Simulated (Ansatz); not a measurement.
**C₄H₃FOS (SMILES Oc1cscc1F): density, localisation and related maps**

The calculation's input:

```
basis:
  gaussian: {orbitals: def2-SVPD}
crystal:
  periodic: [false, false, false]
  atoms:
    - {symbol: C, position_ang: [1.019086, 0.724648, -0.580570]}
    - {symbol: C, position_ang: [2.328434, 0.979567, -0.944444]}
    - {symbol: C, position_ang: [2.176062, -0.269934, 1.231473]}
    - {symbol: C, position_ang: [0.955273, 0.010734, 0.664106]}
    - {symbol: F, position_ang: [-0.249479, -0.324080, 1.174246]}
    - {symbol: O, position_ang: [-0.081020, 1.088394, -1.285687]}
    - {symbol: S, position_ang: [3.446344, 0.349121, 0.228431]}
    - {symbol: H, position_ang: [-0.858926, 0.773918, -0.784215]}
    - {symbol: H, position_ang: [2.684436, 1.503016, -1.837908]}
    - {symbol: H, position_ang: [2.383663, -0.798071, 2.167928]}
hamiltonian: {xc: pbe0}
output: {forces: true, orbitals: {seedname: orbitals}}
```

Command:

```sh
ansatz run input.yaml --threads 2 --pin off --max-ram 5220MiB --events-out events.jsonl --progress --plain --runs-dir runs
```

Geometry: PBE-D3(BJ)/def2-SVP.

Computed with isolated molecule in a Gaussian basis; Kohn-Sham density functional theory, functional PBE0 in Ansatz 0.2.0.

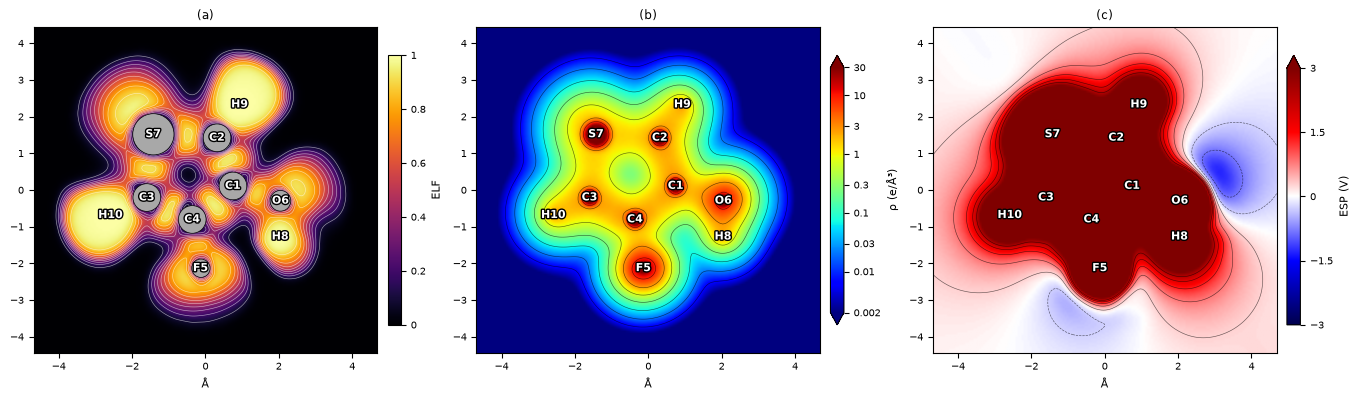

Figure 1. (a) electron localisation function; (b) electron density; (c) electrostatic potential on the molecular plane. Grey discs cover the atomic cores in the ELF map.

**Read the bonding off the picture.**

The plane passes through C, F, O, S and H nuclei.
C–F (1.35 Å): ρ is about 2.2 e/Å³ halfway, with its minimum of 1.7 e/Å³ about 0.5 Å from C; the ELF peaks at about 0.85 between the atoms, as expected for a shared but strongly polarised pair.
C–O (1.36 Å): ρ at the midpoint is about 2.3 e/Å³, with its minimum of 2 e/Å³ about 0.5 Å from C; the ELF peaks at about 0.90 between the atoms: a shared but strongly polarised pair.
C–C (1.38 Å): ρ at the midpoint is about 2.1 e/Å³; the ELF peaks at about 0.95 between the atoms (localised, covalent bonding).
C–S (1.73 Å): the density is about 1.4 e/Å³ at the midpoint; the ELF peaks at about 0.90 between the atoms; a covalent bond.
O–H (0.98 Å): the density is about 3.6 e/Å³ at the midpoint; the ELF climbs to about 1 towards the hydrogen, as it does in any bond to H (an ordinary covalent bond to hydrogen).
The ELF also peaks beside F5, O6 and S7, away from the bonds: lone-pair regions.
Outside the dense part of the molecule the potential is most negative (−1.3 V) near O6.

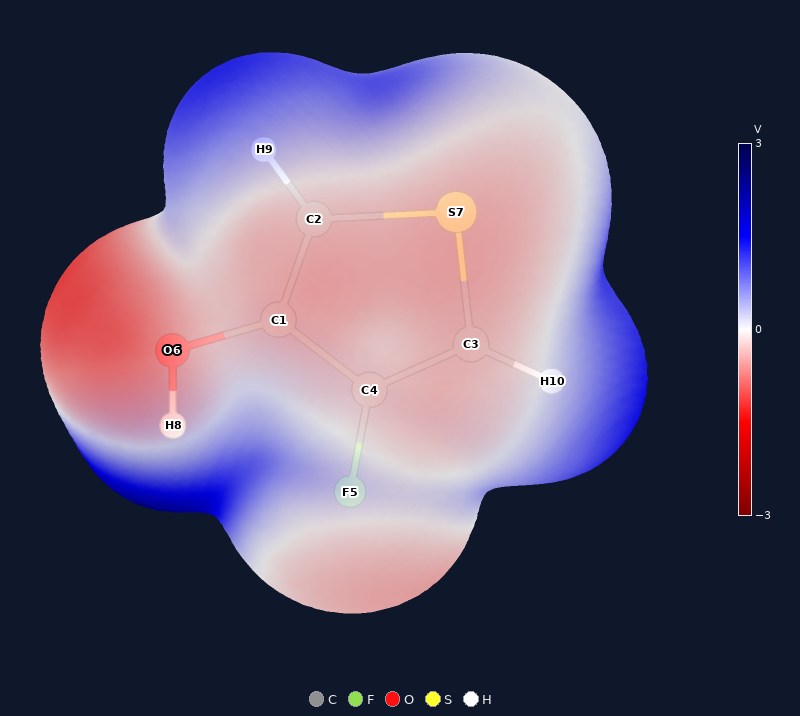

Figure 2. The electrostatic potential painted on the density surface at 0.002 e/bohr³, seen at a tilt; the colour scale runs from red (negative) to blue (positive).

**Which sites attract a positive test charge, and which a negative one?**

A positive charge is drawn to the negative regions and a negative charge to the positive ones. The most negative region (about −1.1 V) lies over O6, the most positive (about +2.6 V) over H8. O6 is the likeliest acceptor of a hydrogen bond.

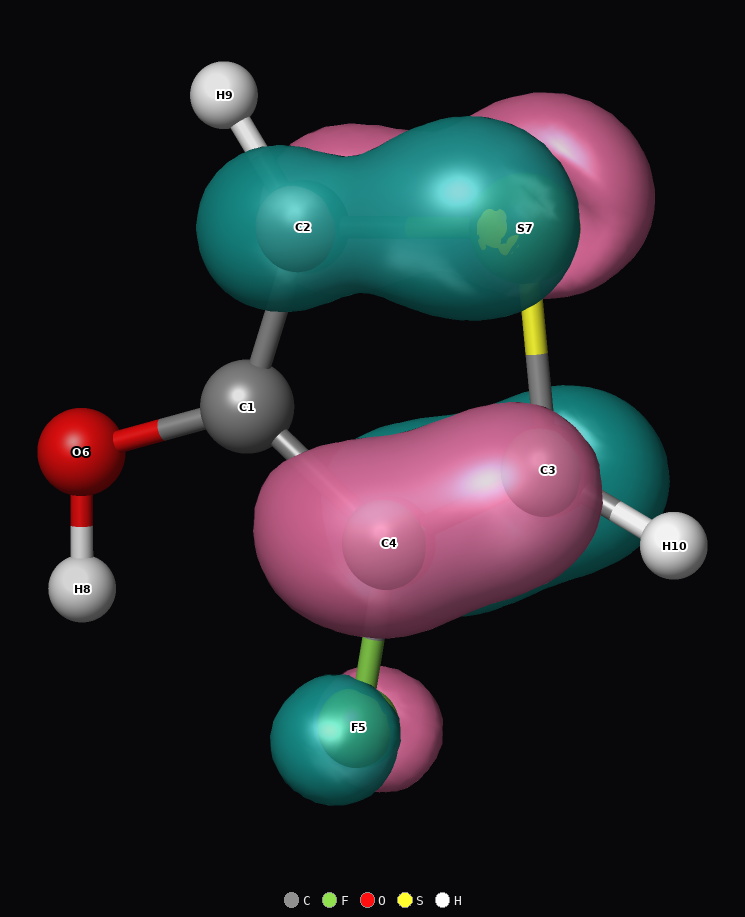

Figure 3. The HOMO−1 at ±0.15 Å⁻³ᐟ² (teal and pink are the two phases), seen at a tilt.

**What is the character of this orbital?**

It lies mainly on S7 (about 25 %), C4 (about 25 %), C3 (about 20 %), C2 (about 15 %) and F5 (about 10 %); it changes sign across the molecular plane (π type); π-bonding across C2–S7 and C3–C4; π-antibonding (a node) across C3–S7 and C4–F5. Its energy is −7.19 eV.
